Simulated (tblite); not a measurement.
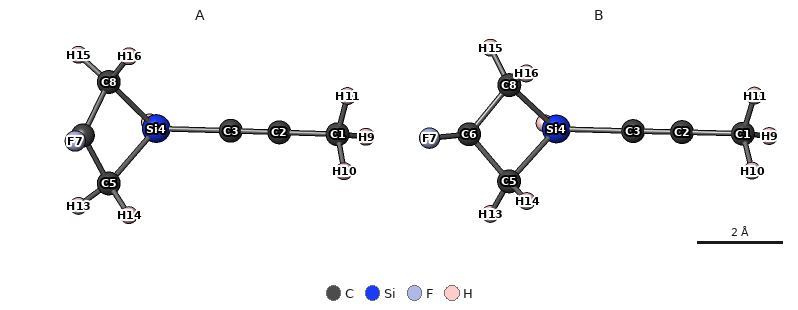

Two geometries of C₆H₈FSi (multiplicity 2), drawn at one scale. One is the start of a relaxation, the other its converged end. The picture is a ball-and-stick view, seen face on.

Method: GFN2-xTB geometry optimisation, gas phase (tblite). 

Which geometry has the lower energy?

Structure A is the relaxed one. After 80 geometry steps the energy has fallen by 0.310 eV. The largest move after the best rigid fit is that of the F atom, 1.27 Å. By element the largest moves are F 1.27 Å, H 0.53 Å, C 0.45 Å, Si 0.15 Å. Among the contacts that change: C–Si 1.872 → 1.926 Å, C–C 1.479 → 1.443 Å, C–Si 1.865 → 1.838 Å, C–C 1.184 → 1.206 Å. Among the angles between lasting bonds that change: C–C–C 99.6° → 106.7°, C–Si–H 114.0° → 117.5°, C–Si–C 116.5° → 113.4°. Cost: 0.47 s on 1 thread of Arm Neoverse V2 (shared host).
